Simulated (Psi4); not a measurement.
Run report: COSe, geometry relaxation (part 1 of 3)

The run: geometry relaxation of COSe. Method and program: r2SCAN-3c/def2-mTZVPP, RKS (Psi4 1.11).

The geometry comes from this level: PBE0-D4/def2-TZVP.

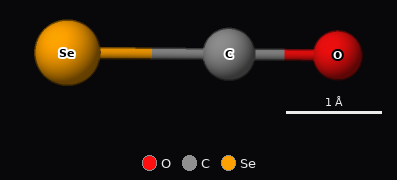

**Figure 1.** The starting structure (ball-and-stick view, seen on its broad side).

The input (input.inp):
```
memory 1600 MB

molecule {
  O     -0.819960     0.994920    -0.346520
  C     -0.114120     0.138480    -0.048230
  Se     0.934090    -1.133390     0.394750
  symmetry c1
}

set {
  geom_maxiter 60
}

result, w = optimize('r2scan-3c', return_wfn=True)
```

Machine: 1 thread of Intel Xeon @ 2.50GHz (Skylake/Cascade Lake), 12 GiB of memory available, shared host.

Launch command:
```bash
psi4 input.inp input.out -n 1
```

Log:
```
Psi4 1.11 release

gradient() will perform analytic gradient computation.

   => Loading Basis Set <=

    Name: DEF2-MTZVPP
    Role: ORBITAL
    Keyword: BASIS

   => R2SCAN3C: Empirical Dispersion <=

        a1 =       0.420000
        a2 =       5.650000
       alp =      16.000000
        s6 =       1.000000
        s8 =       0.000000
        s9 =       2.000000
        ga =       2.000000
        gc =       1.000000
        wf =       6.000000

         ---------------------------------------------------------
                                   SCF
                              RKS Reference
                        1 Threads,   1525 MiB Core
         ---------------------------------------------------------

  ==> Geometry <==

    Molecular point group: c1
    Full point group: C_inf_v

    Geometry (in Angstrom), charge = 0, multiplicity = 1:

       Center              X                  Y                   Z               Mass
    ------------   -----------------  -----------------  -----------------  -----------------
         O            0.000005170455     0.000000846267     2.242765415292    15.994914619570
         C            0.000005170455     0.000000846267     1.093558513425    12.000000000000
         SE          -0.000001811220    -0.000000296449    -0.613084033024    79.916521800000

  Running in c1 symmetry.

  Rotational constants: A = ************  B =      0.13503  C =      0.13503 [cm^-1]
  Rotational constants: A = ************  B =   4048.11015  C =   4048.11015 [MHz]
  Nuclear repulsion =  135.757233553286994

  Charge       = 0
  Multiplicity = 1
  Electrons    = 48
  Nalpha       = 24
  Nbeta        = 24

  ==> Algorithm <==

  SCF Algorithm Type is DF.
  DIIS enabled.
  MOM disabled.
  Fractional occupation disabled.
  Guess Type is SAD.
  Energy threshold   = 1.00e-08
  Density threshold  = 1.00e-08
  Integral threshold = 1.00e-12

  ==> Primary Basis <==

  Basis Set: DEF2-MTZVPP
    Blend: DEF2-MTZVPP
    Number of shells: 33
    Number of basis functions: 79
    Number of Cartesian functions: 85
    Spherical Harmonics?: true
    Max angular momentum: 2

  ==> DFT Potential <==

   => LibXC <=

    Version 7.1.2

   => Composite Functional: R2SCAN3C <=

    Deriv               =              1
    GGA                 =           TRUE
    Meta                =           TRUE

    Exchange Hybrid     =          FALSE
    MP2 Hybrid          =          FALSE

   => Exchange Functionals <=

    1.0000   XC_MGGA_X_R2SCAN

   => Correlation Functionals <=

    1.0000   XC_MGGA_C_R2SCAN

   => LibXC Density Thresholds  <==

    XC_MGGA_C_R2SCAN:  1.00E-15
    XC_MGGA_X_R2SCAN:  1.00E-11

   => Molecular Quadrature <=

    Radial Scheme          =       TREUTLER
    Pruning Scheme         =           NONE
    Nuclear Scheme         =       TREUTLER

    Blocking Scheme        =         OCTREE
    BS radius alpha        =              1
    Pruning alpha          =              1
    Radial Points          =             75
    Spherical Points       =            302
    Total Points           =          64233
    Total Blocks           =            545
    Max Points             =            251
    Max Functions          =             77
    Weights Tolerance      =       1.00E-15

   => Loading Basis Set <=

    Name: (DEF2-MTZVPP AUX)
    Role: JKFIT
    Keyword: DF_BASIS_SCF

  ==> Integral Setup <==

  DFHelper Memory: AOs need 0.022 GiB; user supplied 0.823 GiB.
  SCF_SUBTYPE=INCORE selected. In-core MEM_DF algorithm will be used.
  Using in-core AOs.

  ==> MemDFJK: Density-Fitted J/K Matrices <==

    J tasked:                   Yes
    K tasked:                    No
    wK tasked:                   No
    Memory [MiB]:               842
    Algorithm:                 Core
    Schwarz Cutoff:           1E-12
    Mask sparsity (%):       2.8201
    Fitting Condition:        1E-10

   => Auxiliary Basis Set <=

  Basis Set: (DEF2-MTZVPP AUX)
    Blend: DEF2-UNIVERSAL-JKFIT
    Number of shells: 110
    Number of basis functions: 418
    Number of Cartesian functions: 553
    Spherical Harmonics?: true
    Max angular momentum: 5

  Cached 100.0% of DFT collocation blocks in 0.294 [GiB].

  Minimum eigenvalue in the overlap matrix is 9.5448056604E-04.
  Reciprocal condition number of the overlap matrix is 1.8353673614E-04.
    Using symmetric orthogonalization.

  ==> Pre-Iterations <==

  SCF Guess: Superposition of Atomic Densities via on-the-fly atomic UHF (no occupation information).

   -------------------------
    Irrep   Nso     Nmo
   -------------------------
     A         79      79
   -------------------------
    Total      79      79
   -------------------------

  ==> Iterations <==

                           Total Energy        Delta E     RMS |[F,P]|

   @DF-RKS iter SAD: -2512.29713469821809   -2.51230e+03   0.00000e+00
   @DF-RKS iter   1: -2514.12166136196674   -1.82453e+00   2.66333e-02 ADIIS/DIIS
   @DF-RKS iter   2: -2513.86736156730421    2.54300e-01   3.24212e-02 ADIIS/DIIS
   @DF-RKS iter   3: -2514.81244750128189   -9.45086e-01   4.14180e-03 ADIIS/DIIS
   @DF-RKS iter   4: -2514.83504289319762   -2.25954e-02   3.15291e-03 ADIIS/DIIS
   @DF-RKS iter   5: -2514.86474054277141   -2.96976e-02   1.03949e-03 ADIIS/DIIS
   @DF-RKS iter   6: -2514.86824795538178   -3.50741e-03   1.19704e-04 ADIIS/DIIS
   @DF-RKS iter   7: -2514.86827682373178   -2.88684e-05   4.13534e-05 DIIS
   @DF-RKS iter   8: -2514.86828435296457   -7.52923e-06   2.03539e-06 DIIS
   @DF-RKS iter   9: -2514.86828436613678   -1.31722e-08   3.24927e-07 DIIS
   @DF-RKS iter  10: -2514.86828436643191   -2.95131e-10   6.28531e-08 DIIS
   @DF-RKS iter  11: -2514.86828436644646   -1.45519e-11   1.02215e-08 DIIS
   @DF-RKS iter  12: -2514.86828436644737   -9.09495e-13   1.60643e-09 DIIS
  Energy and wave function converged.

  ==> Post-Iterations <==

   Electrons on quadrature grid:
      Ntotal   =   47.9999980238 ; deviation = -1.976e-06

    Orbital Energies [Eh]
    ---------------------

    Doubly Occupied:

       1A   -453.294292     2A    -57.900461     3A    -51.921033
       4A    -51.918402     5A    -51.918402     6A    -19.045013
       7A    -10.195078     8A     -7.781099     9A     -5.706413
      10A     -5.694936    11A     -5.694936    12A     -2.043897
      13A     -2.039293    14A     -2.039293    15A     -2.030500
      16A     -2.030498    17A     -1.116952    18A     -0.749628
      19A     -0.522950    20A     -0.448304    21A     -0.448304
      22A     -0.436381    23A     -0.265672    24A     -0.265672

    Virtual:

      25A     -0.065127    26A     -0.065127    27A     -0.003388
      28A      0.095209    29A      0.172518    30A      0.213160
      31A      0.213160    32A      0.257697    33A      0.257697
      34A      0.281188    35A      0.427686    36A      0.440136
      37A      0.440138    38A      0.493518    39A      0.493520
      40A      0.494851    41A      0.494851    42A      0.570747
      43A      0.570747    44A      0.590692    45A      0.687369
      46A      0.823718    47A      0.861365    48A      0.861365
      49A      0.979123    50A      1.042704    51A      1.312197
      52A      1.383571    53A      1.383571    54A      1.542534
      55A      1.542534    56A      1.711324    57A      1.711325
      58A      1.714842    59A      1.868063    60A      1.871674
      61A      1.871674    62A      2.421076    63A      2.546120
      64A      2.546123    65A      2.595957    66A      2.595957
      67A      2.725235    68A      2.725235    69A      2.787606
      70A      2.787610    71A      2.827032    72A      3.055599
      73A      3.231072    74A      3.287933    75A      3.287933
      76A      4.465884    77A      6.592154    78A     21.721885
      79A     43.463228

    Final Occupation by Irrep:
              A
    DOCC [    24 ]
    NA   [    24 ]
    NB   [    24 ]

  @DF-RKS Final Energy: -2514.86828436644737

   => Energetics <=

    Nuclear Repulsion Energy =            135.7572335532869943
    One-Electron Energy =               -3767.4758628519589365
    Two-Electron Energy =                1217.9211744428835118
    DFT Exchange-Correlation Energy =    -101.0713117813180162
    Empirical Dispersion Energy =           0.0004822706590660
    VV10 Nonlocal Energy =                  0.0000000000000000
    Total Energy =                      -2514.8682843664473694

Computation Completed

Properties will be evaluated at   0.000000,   0.000000,   0.000000 [a0]

Properties computed using the SCF density matrix

 Multipole Moments:

 ------------------------------------------------------------------------------------
     Multipole            Electronic (a.u.)      Nuclear  (a.u.)        Total (a.u.)
 ------------------------------------------------------------------------------------

 L = 1.  Multiply by 2.5417464519 to convert [e a0] to [Debye]
 Dipole X            :         -0.0000210            0.0000204           -0.0000005
 Dipole Y            :         -0.0000034            0.0000033           -0.0000001
 Dipole Z            :         -7.2009723            6.9137847           -0.2871876
 Magnitude           :                                                    0.2871876

 ------------------------------------------------------------------------------------

	total time  =          9 seconds =       0.15 minutes

         ------------------------------------------------------------
                                   SCF GRAD
         ------------------------------------------------------------

  ==> Geometry <==

    Molecular point group: c1
    Full point group: C_inf_v

    Geometry (in Angstrom), charge = 0, multiplicity = 1:

       Center              X                  Y                   Z               Mass
    ------------   -----------------  -----------------  -----------------  -----------------
         O            0.000005170455     0.000000846267     2.242765415292    15.994914619570
         C            0.000005170455     0.000000846267     1.093558513425    12.000000000000
         SE          -0.000001811220    -0.000000296449    -0.613084033024    79.916521800000

  Nuclear repulsion =  135.757233553286994

  ==> Basis Set <==

  Basis Set: DEF2-MTZVPP
    Blend: DEF2-MTZVPP
    Number of shells: 33
    Number of basis functions: 79
    Number of Cartesian functions: 85
    Spherical Harmonics?: true
    Max angular momentum: 2

  ==> DFJKGrad: Density-Fitted SCF Gradients <==

    Gradient:                    1
    J tasked:                  Yes
    K tasked:                   No
    wK tasked:                  No
    Integrals threads:           1
    Memory [MiB]:             1144
    Schwarz Cutoff:          1E-12
    Fitting Condition:       1E-10

   => Auxiliary Basis Set <=

  Basis Set: (DEF2-MTZVPP AUX)
    Blend: DEF2-UNIVERSAL-JKFIT
    Number of shells: 110
    Number of basis functions: 418
    Number of Cartesian functions: 553
    Spherical Harmonics?: true
    Max angular momentum: 5

   => Molecular Quadrature <=

    Radial Scheme          =       TREUTLER
    Pruning Scheme         =           NONE
    Nuclear Scheme         =       TREUTLER

    Blocking Scheme        =         OCTREE
    BS radius alpha        =              1
    Pruning alpha          =              1
    Radial Points          =             75
    Spherical Points       =            302
    Total Points           =          64233
    Total Blocks           =            545
    Max Points             =            251
    Max Functions          =             77
    Weights Tolerance      =       1.00E-15

  -Total Gradient:
     Atom            X                  Y                   Z
    ------   -----------------  -----------------  -----------------
       1       -0.000000257398    -0.000000042129    -0.019347109013
       2        0.000000423650     0.000000069340     0.018161581676
       3       -0.000000169399    -0.000000027726     0.000667560165

	total time  =          2 seconds =       0.03 minutes

    			-----------------------------------------

    			 OPTKING 3.0: for geometry optimizations

    			        with contributions from

    			-----------------------------------------

	                            ===> Fragment 1 <==

	 Z (Atomic Numbers)          Masses                          Geom
	       8.000000            15.994915          0.00000977  0.00000160  4.23821240
	       6.000000            12.000000          0.00000977  0.00000160  2.06652609
	      34.000000            79.916522         -0.00000342 -0.00000056 -1.15856091

	 - Coordinate -           - BOHR/RAD -       - ANG/DEG -
	 R(1,2)           =         2.171686           1.149207
	 R(2,3)           =         3.225087           1.706643
	 L(1,2,3)         =         3.141597         180.000234
	 l(1,2,3)         =         3.141593         180.000038

	        --- Internal Coordinate Step in ANG or DEG, aJ/ANG or AJ/DEG ---
	-------------------------------------------------------------------------------
	           Coordinate      Previous         Force          Change          New
	           ----------      --------        ------          ------        ------
	               R(1,2)       1.14921        0.15797        0.00751       1.15671
	               R(2,3)       1.70664        0.00692        0.00127       1.70791
	             L(1,2,3)     180.00023       -0.00000       -0.00013     180.00011
	             l(1,2,3)     180.00004       -0.00000       -0.00002     180.00002
	-------------------------------------------------------------------------------

	                                 ==> Convergence Check <==

	Measures of convergence in internal coordinates in au.

	Criteria marked as inactive (o), active & met (*), and active & unmet ( ).

	----------------------------------------------------------------------------------------------~
	   Step    Total Energy     Delta E     Max Force     RMS Force      Max Disp      RMS Disp   ~
	----------------------------------------------------------------------------------------------~
	  Convergence Criteria     1.00e-06 *    3.00e-04 *             o    1.20e-03 *             o~
	----------------------------------------------------------------------------------------------~
	     1   -2514.86828437   -2.51e+03      1.92e-02      9.60e-03 o    1.42e-02      7.19e-03 o  ~
	----------------------------------------------------------------------------------------------

Next Geometry in Ang
	Fragment 1 (Ang)

	    O   0.0000057797   0.0000009460   2.2481923479
	    C   0.0000041646   0.0000006816   1.0914778734
	   Se  -0.0000014146  -0.0000002315  -0.6164303257

    Structure for next step:
    Molecular point group: c1
    Full point group: C_inf_v

    Geometry (in Angstrom), charge = 0, multiplicity = 1:

    O            0.000002397303    -0.000000000000     2.250097506747
    C            0.000002397303    -0.000000000000     1.093383032224
    SE          -0.000000839780     0.000000000000    -0.614525166845

gradient() will perform analytic gradient computation.

  ==> Geometry <==

    Molecular point group: c1
    Full point group: C_inf_v

    Geometry (in Angstrom), charge = 0, multiplicity = 1:

       Center              X                  Y                   Z               Mass
    ------------   -----------------  -----------------  -----------------  -----------------
         O            0.000002397303    -0.000000000000     2.250097506747    15.994914619570
         C            0.000002397303    -0.000000000000     1.093383032224    12.000000000000
         SE          -0.000000839780     0.000000000000    -0.614525166845    79.916521800000

  Running in c1 symmetry.

  Rotational constants: A = ************  B =      0.13432  C =      0.13432 [cm^-1]
  Rotational constants: A = ************  B =   4026.70360  C =   4026.70360 [MHz]
  Nuclear repulsion =  135.412546134605321

  Charge       = 0
  Multiplicity = 1
  Electrons    = 48
  Nalpha       = 24
  Nbeta        = 24

  ==> Algorithm <==

  SCF Algorithm Type is DF.
  DIIS enabled.
  MOM disabled.
  Fractional occupation disabled.
  Guess Type is READ.
  Energy threshold   = 1.00e-08
  Density threshold  = 1.00e-08
  Integral threshold = 1.00e-12

   => Molecular Quadrature <=

    Radial Scheme          =       TREUTLER
    Pruning Scheme         =           NONE
    Nuclear Scheme         =       TREUTLER

    Blocking Scheme        =         OCTREE
    BS radius alpha        =              1
    Pruning alpha          =              1
    Radial Points          =             75
    Spherical Points       =            302
    Total Points           =          64237
    Total Blocks           =            547
    Max Points             =            255
    Max Functions          =             77
    Weights Tolerance      =       1.00E-15

   => Loading Basis Set <=

    Name: DEF2-MTZVPP
    Role: ORBITAL
    Keyword: BASIS

  Reading orbitals from file scr/output.180.npy, no projection.

   => Auxiliary Basis Set <=

  Basis Set: (DEF2-MTZVPP AUX)
    Blend: DEF2-UNIVERSAL-JKFIT
    Number of shells: 110
    Number of basis functions: 418
    Number of Cartesian functions: 553
    Spherical Harmonics?: true
    Max angular momentum: 5

  Cached 100.0% of DFT collocation blocks in 0.294 [GiB].

  Minimum eigenvalue in the overlap matrix is 9.8894273624E-04.
  Reciprocal condition number of the overlap matrix is 1.9054377452E-04.
    Using symmetric orthogonalization.

  ==> Pre-Iterations <==

  SCF Guess: Orbitals guess was supplied from a previous computation.

   -------------------------------------------------------
    Irrep   Nso     Nmo     Nalpha   Nbeta   Ndocc  Nsocc
   -------------------------------------------------------
     A         79      79      24      24      24       0
   -------------------------------------------------------
    Total      79      79      24      24      24       0
   -------------------------------------------------------

  ==> Iterations <==

                           Total Energy        Delta E     RMS |[F,P]|
```
